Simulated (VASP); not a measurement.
Band structure of InAs (zinc blende). Level of theory: MS2 meta-GGA, VASP's PBE PAW potentials (set 64) (plane waves; VASP).

Unless said otherwise, spin-orbit coupling is left out, though it shifts the bands of the heavy elements here.

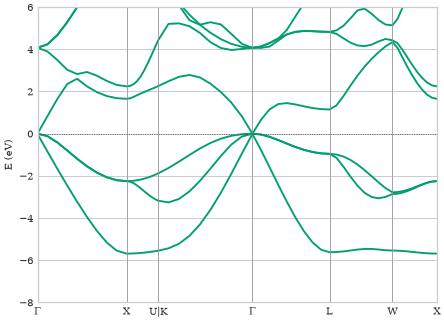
Fig. 1. Bands along high-symmetry lines, zero at the valence-band maximum or, without a gap, the Fermi level

Task: Read the plot: is there a gap, and where are the band edges?

Result: It has no gap at this level: it comes out as a metal or semimetal.

The compound is InAs in the zinc blende structure. It was relaxed first.
